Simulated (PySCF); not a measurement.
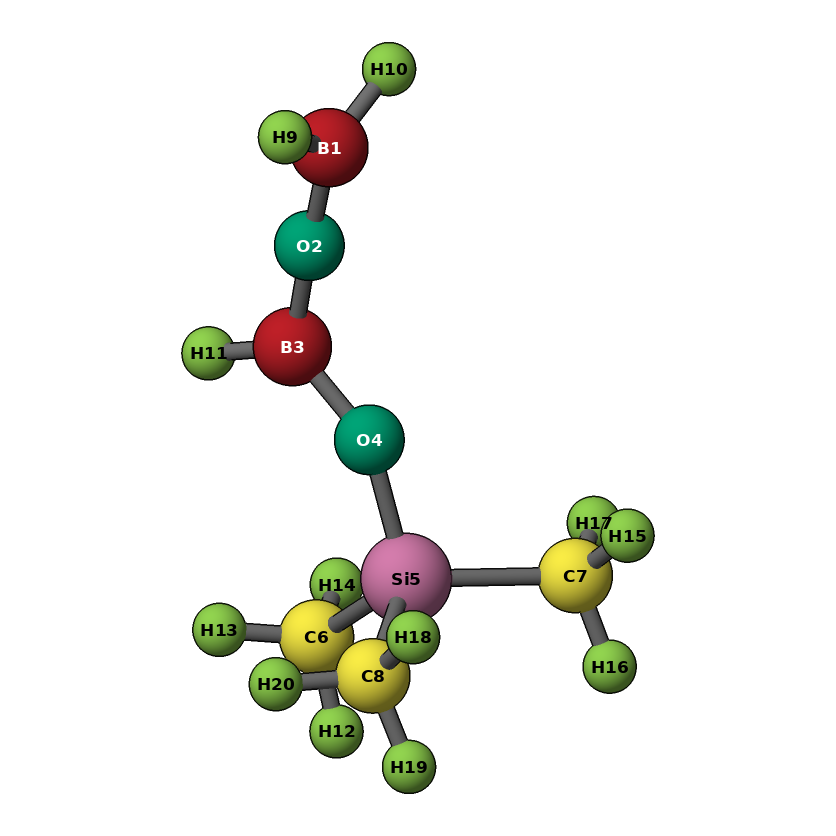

The geometry was computed by an optimisation with GFN2-xTB. No frequency run is at hand to confirm it as a minimum. Method: GIAO PBE0/pcSseg-1 NMR shielding, non-relativistic, gas phase (PySCF 2.14.0). Principal shieldings σ11 ≤ σ22 ≤ σ33, span Ω = σ33 − σ11, skew κ = 3(σiso − σ22)/Ω.

Give the shielding tensors of the Si atoms.

| atom | σ11 | σ22 | σ33 | σiso | Ω | κ |
| --- | --- | --- | --- | --- | --- | --- |
| Si5 | 330.1 | 335.1 | 355.1 | 340.1 | 25.0 | 0.60 |

Shieldings and span in ppm.

The geometry is semi-empirical. Around B, Si such bond lengths and angles can be off by a tenth of an ångström or more and by several degrees, and values that hang on the shape move with them.
